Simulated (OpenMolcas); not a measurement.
# C2H6Cl2Si (dichlorodimethylsilane): levels of theory compared

We compute a comparison of 6 runs (BLYP/def2-SVP, M06-2X/def2-SVP, SVWN5/def2-SVP, r2SCAN/def2-SVP, MP2/def2-SVP, CCSD(T)/def2-SVP) of C2H6Cl2Si (dichlorodimethylsilane). 

Program for the calculation: OpenMolcas 26.06.

## (1) The structure to begin with

The species is C2H6Cl2Si (11 atoms), meant as a singlet with charge 0. SMILES: `C[Si](C)(Cl)Cl`. The Si2–Cl5 distance was set to 3.087 Å, away from the relaxed value. At this shape a bond of the SMILES string is far longer than usual.

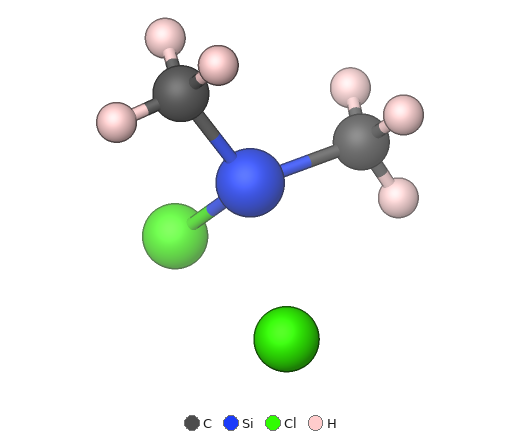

Viewed from a chosen angle; carbon dark grey, silicon blue, chlorine green, hydrogen pink.

## (2) The energy at BLYP/def2-SVP (run 1)

Contents of job.inp:

```
&GATEWAY
BasLib
$CurrDir
BasisSet
C.def2-SVP....
C1 -1.825262 -0.705394 0.510270 angstrom
C3 1.063448 -1.719344 -0.050020 angstrom
End of Basis
BasisSet
Si.def2-SVP....
Si2 -0.301042 -0.564944 -0.529750 angstrom
End of Basis
BasisSet
Cl.def2-SVP....
Cl4 -0.808312 -0.926164 -2.491400 angstrom
Cl5 0.750400 2.332220 -0.351670 angstrom
End of Basis
BasisSet
H.def2-SVP....
H6 -1.591362 -0.489644 1.555630 angstrom
H7 -2.585442 0.001126 0.172490 angstrom
H8 -2.236802 -1.715494 0.444150 angstrom
H9 1.373918 -1.530804 0.980560 angstrom
H10 1.927518 -1.582634 -0.702590 angstrom
H11 0.728118 -2.756154 -0.131260 angstrom
End of Basis
&SEWARD
GridInput
Grid=UltraFine
End of Grid
&SCF
KSDFT
BLYP
Thresholds
1e-10 1e-07 1e-07 1e-05
PrOrbitals
1 2
```

The basis set def2-SVP is read from a file made from the Basis Set Exchange's data (not shown).

Run with:

```console
export MOLCAS_MEM=1860
pymolcas job.inp > job.log
```

The program printed:

```text
--- Start Module: gateway ---
[...]
--- Stop Module: gateway /rc=_RC_ALL_IS_WELL_ ---
--- Start Module: seward ---
[...]
      Basis functions          112
--- Stop Module: seward /rc=_RC_ALL_IS_WELL_ ---
[...]
--- Start Module: scf ---
[...]
       Convergence after  19 Iterations
[...]
::    Total KS-DFT energy                           -1289.2469158079
[...]
      Total spin, S                                     0.0000000000
[...]
      Total electronic charge=   66.000000
      Total            charge=   -0.000000
[...]
      Dipole Moment (debye):
      Origin of the operator (angstrom)=   -0.1719   -0.0303   -0.8313
                   X= -1.6354E+00               Y= -5.4160E+00               Z=  1.3692E+00           Total=  5.8209E+00
      Quadrupole Moment (debye*angstrom):
[...]
--- Stop Module: scf /rc=_RC_ALL_IS_WELL_ ---
[...]
```

Run time: 68 s. Hardware: 1 thread of AMD EPYC 7R43 (Zen 3), shared host; peak memory 0.67 GiB.

## (3) A single-point energy at M06-2X/def2-SVP (run 2)

Contents of run.input:

```
>>> EXPORT MOLCAS_PRINT=2

&GATEWAY
 BasLib
 $CurrDir
 Coord
 11
 angstrom
 C       -1.825262      -0.705394       0.510270
 Si      -0.301042      -0.564944      -0.529750
 C        1.063448      -1.719344      -0.050020
 Cl      -0.808312      -0.926164      -2.491400
 Cl       0.750400       2.332220      -0.351670
 H       -1.591362      -0.489644       1.555630
 H       -2.585442       0.001126       0.172490
 H       -2.236802      -1.715494       0.444150
 H        1.373918      -1.530804       0.980560
 H        1.927518      -1.582634      -0.702590
 H        0.728118      -2.756154      -0.131260
 Basis
 def2-SVP
 Group
 NoSym

&SEWARD
 GridInput
 Grid=UltraFine
 End of Grid

&SCF
 KSDFT
 M062X
 Thresholds
 1e-10 1e-07 1e-07 1e-05
 PrOrbitals
 1 1
```

The basis set def2-SVP is read from a file made from the Basis Set Exchange's data (not shown).

Run with:

```console
export MOLCAS_MEM=1860
pymolcas run.input > run.log
```

The program printed:

```text
--- Start Module: gateway ---
[...]
--- Stop Module: gateway /rc=_RC_ALL_IS_WELL_ ---
--- Start Module: seward ---
[...]
      Basis functions          112
--- Stop Module: seward /rc=_RC_ALL_IS_WELL_ ---
[...]
--- Start Module: scf ---
[...]
       Convergence after  14 Iterations
[...]
::    Total KS-DFT energy                           -1289.2214083161
[...]
      Total spin, S                                     0.0000000000
[...]
      Total electronic charge=   66.000000
      Total            charge=   -0.000000
[...]
      Dipole Moment (debye):
      Origin of the operator (angstrom)=   -0.1719   -0.0303   -0.8313
                   X= -1.8395E+00               Y= -6.1161E+00               Z=  1.5839E+00           Total=  6.5803E+00
      Quadrupole Moment (debye*angstrom):
[...]
--- Stop Module: scf /rc=_RC_ALL_IS_WELL_ ---
[...]
```

It took 69 s on 1 thread of AMD EPYC 7R43 (Zen 3), shared host; peak memory 0.67 GiB.

Run 3 isn't shown in full; the table further down has it.

## (4) A single-point energy at r2SCAN/def2-SVP (run 4)

Contents of test.inp:

```
&gateway
baslib=$CurrDir
coord
11
angstrom
C       -1.825262      -0.705394       0.510270
Si      -0.301042      -0.564944      -0.529750
C        1.063448      -1.719344      -0.050020
Cl      -0.808312      -0.926164      -2.491400
Cl       0.750400       2.332220      -0.351670
H       -1.591362      -0.489644       1.555630
H       -2.585442       0.001126       0.172490
H       -2.236802      -1.715494       0.444150
H        1.373918      -1.530804       0.980560
H        1.927518      -1.582634      -0.702590
H        0.728118      -2.756154      -0.131260
basis=def2-SVP
group=NoSym
&seward
gridinput
Grid=UltraFine
End of Grid
&scf
ksdft=2
1.0 MGGA_X_R2SCAN
1.0 MGGA_C_R2SCAN
thresholds=1e-10 1e-07 1e-07 1e-05
prorbitals=0
```

The basis set def2-SVP is read from a file made from the Basis Set Exchange's data (not shown).

Run with:

```console
export MOLCAS_MEM=1860
pymolcas test.inp > test.log
```

The program printed:

```text
--- Start Module: gateway ---
[...]
--- Stop Module: gateway /rc=_RC_ALL_IS_WELL_ ---
--- Start Module: seward ---
[...]
      Basis functions          112
--- Stop Module: seward /rc=_RC_ALL_IS_WELL_ ---
[...]
--- Start Module: scf ---
[...]
       Convergence after  17 Iterations
[...]
::    Total KS-DFT energy                           -1289.1865063341
[...]
      Total spin, S                                     0.0000000000
[...]
      Total electronic charge=   66.000000
      Total            charge=   -0.000000
[...]
      Dipole Moment (debye):
      Origin of the operator (angstrom)=   -0.1719   -0.0303   -0.8313
                   X= -1.7562E+00               Y= -5.8632E+00               Z=  1.5556E+00           Total=  6.3152E+00
      Quadrupole Moment (debye*angstrom):
[...]
--- Stop Module: scf /rc=_RC_ALL_IS_WELL_ ---
[...]
```

Run time: 78 s. Hardware: 1 thread of AMD EPYC 7R43 (Zen 3), shared host; peak memory 0.67 GiB.

Run 5 isn't shown in full; the table further down has it.

## (5) A single-point energy at CCSD(T)/def2-SVP (Cholesky decomposition) (run 6)

Contents of mol.inp:

```
>>> EXPORT MOLCAS_PRINT=2

&GATEWAY
 BasLib
 $CurrDir
 Coord
 11
 angstrom
 C       -1.825262      -0.705394       0.510270
 Si      -0.301042      -0.564944      -0.529750
 C        1.063448      -1.719344      -0.050020
 Cl      -0.808312      -0.926164      -2.491400
 Cl       0.750400       2.332220      -0.351670
 H       -1.591362      -0.489644       1.555630
 H       -2.585442       0.001126       0.172490
 H       -2.236802      -1.715494       0.444150
 H        1.373918      -1.530804       0.980560
 H        1.927518      -1.582634      -0.702590
 H        0.728118      -2.756154      -0.131260
 Basis
 def2-SVP
 Group
 NoSym

&SEWARD
 High

&SCF
 Thresholds
 1e-10 1e-07 1e-07 1e-05
 PrOrbitals
 1 1

&CHCC
 Frozen
 17
 Threshold
 1e-08
 MaxIterations
 80

&CHT3
 Frozen
 17
```

The basis set def2-SVP is read from a file made from the Basis Set Exchange's data (not shown).

Run with:

```console
export MOLCAS_MEM=1860
pymolcas mol.inp > mol.log
```

The program printed:

```text
--- Start Module: gateway ---
[...]
--- Stop Module: gateway /rc=_RC_ALL_IS_WELL_ ---
[...]
      Basis functions          112
[...]
       Convergence after  13 Iterations
[...]
::    Total SCF energy                              -1286.7554846624
[...]
      Total spin, S                                     0.0000000000
[...]
      Total electronic charge=   66.000000
      Total            charge=   -0.000000
[...]
      Dipole Moment (debye):
      Origin of the operator (angstrom)=   -0.1719   -0.0303   -0.8313
                   X= -2.1042E+00               Y= -6.8840E+00               Z=  1.6090E+00           Total=  7.3760E+00
      Quadrupole Moment (debye*angstrom):
[...]
--- Start Module: chcc ---
[...]
--- Stop Module: chcc /rc=_RC_ALL_IS_WELL_ ---
[...]
--- Start Module: cht3 ---
[...]
--- Stop Module: cht3 /rc=_RC_ALL_IS_WELL_ ---
[...]
```

Wall time 12 min (1 thread of AMD EPYC 7R43 (Zen 3), shared host); peak memory 0.22 GiB.

## (6) Overview of the runs

| run | level | integration grid | frozen core orbitals | energy (Eh) | dipole moment (D) of the reference | HOMO energy (eV) | LUMO energy (eV) | wall time |
| --- | --- | --- | --- | --- | --- | --- | --- | --- |
| 1 | BLYP/def2-SVP | UltraFine | – | -1289.246916 | 5.82 | -5.25 | -3.48 | 68 s |
| 2 | M06-2X/def2-SVP | UltraFine | – | -1289.221408 | 6.58 | -8.24 | -2.28 | 69 s |
| 3 | SVWN5/def2-SVP | UltraFine | – | -1284.424896 | 5.96 | -5.54 | -3.79 | 48 s |
| 4 | r2SCAN/def2-SVP | UltraFine | – | -1289.186506 | 6.32 | -5.86 | -3.67 | 78 s |
| 5 | MP2/def2-SVP | – | 17 | -1287.403461 | 7.38 | -10.01 | 0.26 | 24 s |
| 6 | CCSD(T)/def2-SVP (Cholesky decomposition) | – | 17 | -1287.488964 | 7.38 | -10.01 | 0.26 | 12 min |

## (7) Summary of results

| quantity | value |
| --- | --- |
| run 6: total energy | -1287.48896 Eh |
| run 6: dipole moment (mean-field density) | 7.38 D |
| run 6: HOMO energy (Hartree–Fock orbitals) | -10.01 eV |
| run 6: LUMO energy (Hartree–Fock orbitals) | 0.26 eV |
| run 6: HOMO–LUMO gap (Hartree–Fock orbitals) | 10.27 eV |
| run 6: correlation energy (17 core orbitals frozen) | -733.5 mEh |
| run 6: (T) correction | -21.00 mEh |

**Reading.** Over runs 1, 2, 3, 4 the dipole moment (its size) runs from 5.82 D (BLYP/def2-SVP) to 6.58 D (M06-2X/def2-SVP). Over runs 1, 2, 3, 4 the HOMO–LUMO gap runs from 1.75 eV (SVWN5/def2-SVP) to 5.97 eV (M06-2X/def2-SVP). Totals of different functionals can't be ranked against each other. All runs together took 17 min, the longest 12 min.
